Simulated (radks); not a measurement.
The neutral xenon atom; electrons: [Kr] 4d10 5s2 5p6. Computed with the in-house radial solver radks: scalar-relativistic Kohn-Sham, LDA (Slater exchange, Perdew-Wang correlation), spin-unpolarised, spherical densities, finite nucleus.

```
Z 54
configuration [Xe] 6s0 4f0 5d0 6p0
relativity scalar-relativistic
functional lda,pw
spin unpolarised
nucleus finite rms 4.7859 fm
c 137.035999084
```

Wanted: the number of electrons inside radius r (solid) and the radial density 4πr²ρ (dashed).

The count levels off at 54 electrons. Half of them lie within 0.420 bohr, 90 % within 1.80 bohr and 99 % within 3.60 bohr. The radial density has minima at 0.0361, 0.155 and 0.494 bohr, where the count stands at 2.0, 11.1 and 29.0; these part the shells that the density resolves.

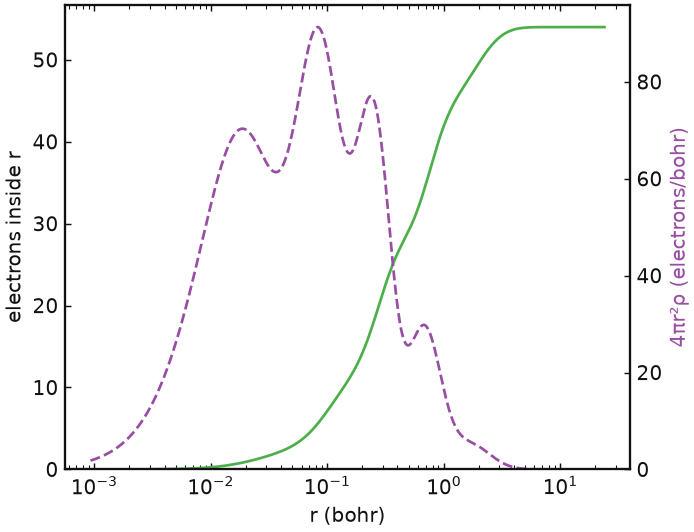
